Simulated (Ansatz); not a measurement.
# GaSiH4F (SMILES [F][GaH][SiH3]) at wB97M-V/def2-SVP

What is the vertical singlet–triplet gap of GaSiH4F at wB97M-V/def2-SVP? 

Program for the calculation: Ansatz 0.2.0.

64 further runs of the same task are left out: 64 set aside as unsound or not needed.

**1. The system as given**

GaSiH4F: 7 atoms, total charge 0, spin state singlet. SMILES: `[F][GaH][SiH3]`. Geometry: relaxed at PBE0-D4/def2-TZVP.

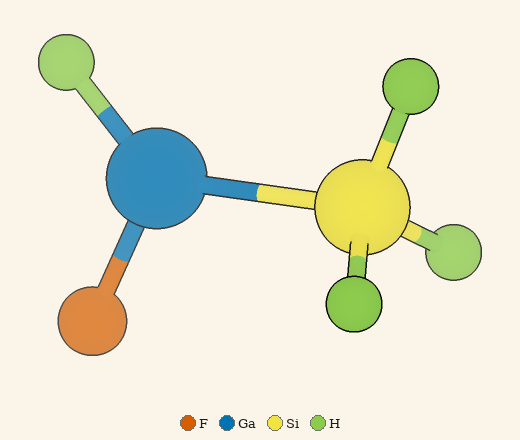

The structure, seen from a chosen angle (fluorine orange, gallium blue, silicon yellow, hydrogen green).

**2. The energy at wB97M-V/def2-SVP**

run.yaml

```yaml
basis:
  gaussian:
    orbitals: def2-SVP
crystal:
  periodic: [false, false, false]
  atoms:
    - {symbol: F, position_ang: [0.231600, -2.152100, 1.342200]}
    - {symbol: Ga, position_ang: [0.019100, -0.400000, 1.279300]}
    - {symbol: Si, position_ang: [-0.029700, 0.450800, -0.970800]}
    - {symbol: H, position_ang: [-0.096900, 0.235400, 2.704700]}
    - {symbol: H, position_ang: [-1.196100, -0.125700, -1.691600]}
    - {symbol: H, position_ang: [-0.144400, 1.933400, -0.983000]}
    - {symbol: H, position_ang: [1.216400, 0.058100, -1.680800]}
total_charge: 0
hamiltonian:
  xc: {name: wB97M-V}
accuracy: high
output: {orbitals: {seedname: orbitals}}
```

The run is started by

```
$ ansatz run run.yaml --threads 1 --pin off --max-ram 3480MiB --events-out events.jsonl --progress --plain --runs-dir runs
```

Standard output:

```text
Warning: RAYON_NUM_THREADS=1 ignored (pool sized by the plan → 1); use --threads N
Functional definition: wB97M-V
  name "wB97M-V"
  parameter omega = 0.3/bohr
  parameter cx = 0.15
  parameter cx01 = 1.007
  parameter cx10 = 0.259
  parameter css00 = 0.443
  parameter css04 = -1.437
  parameter css10 = -4.535
  parameter css20 = -3.390
  parameter css43 = 4.278
  parameter cos00 = 1.000
  parameter cos10 = 1.358
  parameter cos20 = 2.924
  parameter cos21 = -8.812
  parameter cos60 = -1.390
  parameter cos61 = 9.142
  parameter b = 6.0
  parameter c = 0.01
  gx(w, u) = 1 - cx + cx01*u + cx10*w
  gss(w, u) = css00 + css04*u^4 + css10*w + css20*w^2 + css43*w^4*u^3
  gos(w, u) = cos00 + cos10*w + (cos20 + cos21*u)*w^2 + (cos60 + cos61*u)*w^6
  exchange = spin_sum(e_x_unif_sr(omega)*gx(b97_w, b97_u_x)) + cx*exact_x_sr(omega) + exact_x_lr(omega)
  correlation = spin_sum(e_c_pw_mod_same_spin*gss(b97_w, b97_u_same))
      + integral(e_c_pw_mod_opposite_spin*gos(b97_w_opposite, b97_u_opposite)) + vv10(b, c)
1714 factors; integrals over basis functions are off by at most 6.6e-9 eV
366 factors; integrals over basis functions are off by at most 2.2e-9 eV
mean field evaluation 1: about -63019.9028 eV, gradient 3.8e1 eV
mean field evaluation 2: about -63018.4267 eV, gradient 5.4e1 eV
mean field evaluation 4: about -63022.5258 eV, gradient 1.5e0 eV
mean field evaluation 8: about -63022.5802 eV, gradient 2.0e-2 eV
mean field evaluation 16: about -63022.5802 eV, gradient 9.5e-6 eV
mean field -63022.58020911 eV, -2316.0371044455 hartree, gradient 7.7e-8 eV, S^2 0.000000; 0 other end points of the search recorded, 0 dependent functions left out
reference -63022.58021414 eV, -2316.0371046306 hartree; 29, 29 occupied and 55, 55 virtual orbitals, 1714 factors
Total energy: -63022.58021414 eV, -2316.0371046306 hartree
```

Run time: 68 s. Hardware: 1 thread of Arm Neoverse V1, shared host; peak memory 0.55 GiB.

**3. The triplet at the same level**

in.yaml

```yaml
crystal:
  periodic: [false, false, false]
  atoms:
    - {symbol: F, position_ang: [0.231600, -2.152100, 1.342200]}
    - {symbol: Ga, position_ang: [0.019100, -0.400000, 1.279300]}
    - {symbol: Si, position_ang: [-0.029700, 0.450800, -0.970800]}
    - {symbol: H, position_ang: [-0.096900, 0.235400, 2.704700]}
    - {symbol: H, position_ang: [-1.196100, -0.125700, -1.691600]}
    - {symbol: H, position_ang: [-0.144400, 1.933400, -0.983000]}
    - {symbol: H, position_ang: [1.216400, 0.058100, -1.680800]}
basis:
  gaussian:
    orbitals: def2-SVP
magnetization:
  spin_polarized: true
  initial_magnetization: 2
hamiltonian:
  xc: {name: wB97M-V}
accuracy: high
output:
  orbitals: {seedname: orbitals}
```

The run is started by

```
$ ansatz run in.yaml --threads 1 --pin off --max-ram 3480MiB --events-out events.jsonl --progress --plain --runs-dir runs
```

Standard output, shortened:

```text
Warning: RAYON_NUM_THREADS=1 ignored (pool sized by the plan → 1); use --threads N
[... 2 set-up lines as earlier in the session ...]
[...]
  gx(w, u) = 1 - cx + cx01*u + cx10*w
  gss(w, u) = css00 + css04*u^4 + css10*w + css20*w^2 + css43*w^4*u^3
  gos(w, u) = cos00 + cos10*w + (cos20 + cos21*u)*w^2 + (cos60 + cos61*u)*w^6
[...]
      + integral(e_c_pw_mod_opposite_spin*gos(b97_w_opposite, b97_u_opposite)) + vv10(b, c)
1714 factors; integrals over basis functions are off by at most 6.6e-9 eV
366 factors; integrals over basis functions are off by at most 2.2e-9 eV
[...]
mean field -63018.11289797 eV, -2315.8729337892 hartree, gradient 5.4e-8 eV, S^2 2.004513; 0 other end points of the search recorded, 0 dependent functions left out
reference -63018.11290261 eV, -2315.8729339600 hartree; 30, 28 occupied and 54, 56 virtual orbitals, 1714 factors
Total energy: -63018.11290261 eV, -2315.8729339600 hartree
```

It took 2.6 min on 1 thread of Arm Neoverse V1, shared host; peak memory 1 GiB.

**4. What came out**

Level: wB97M-V/def2-SVP.

| quantity | value |
| --- | --- |
| singlet: total energy | -2316.03710 Eh |
| singlet: HOMO energy | -10.01 eV |
| singlet: LUMO energy | -0.08 eV |
| singlet: HOMO–LUMO gap | 9.93 eV |
| triplet: total energy | -2315.87293 Eh |
| triplet: HOMO energy (highest over α and β) | -5.69 eV |
| triplet: LUMO energy (lowest over α and β) | -4.56 eV |
| triplet: ⟨S²⟩ | 2.005 |
| vertical energy of the triplet above the singlet | 4.467 eV |

What this shows: At this shape the triplet lies 4.47 eV (103 kcal/mol) above the singlet.
